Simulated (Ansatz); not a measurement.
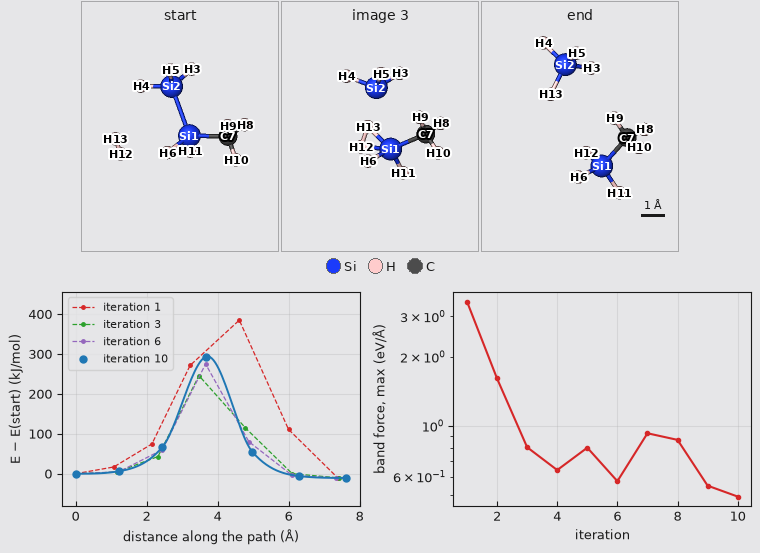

NEB run on CH10Si2, made up at the start of CH$_{8}$Si$_{2}$ and H2. Images are numbered from 0 (start) to 6 (end). The plot follows the band through its iterations. The picture is a ball-and-stick view, seen at a tilt.

Level of theory: RKS PBE/6-31G* in Ansatz 0.2.0. Settings: 5 movable images; climbing image; force threshold 0.5 eV/Å; iteration limit 60; starting path through a guess of the saddle point.

Did the band converge, and can the barrier be trusted?

Answer. The run met only a loose threshold, so the barrier can't be trusted yet. The band converged in 10 iterations. The largest component of the band force went from 3.5 to 0.49 eV/Å. The climbing image converged on the top of the path. Its curvatures weren't checked. The force threshold is so loose that the height of the top is at best an upper bound. The first iteration put the highest image at 385.0 kJ/mol. Forward barrier 293.4 kJ/mol, backward barrier 303.9 kJ/mol, with image 3 at the top; the reaction energy is −10.5 kJ/mol.

Limits of the set-up: the start holds two separate molecules, 2.9 Å apart at their closest, whose relative position is a soft coordinate and is computed without a dispersion correction.
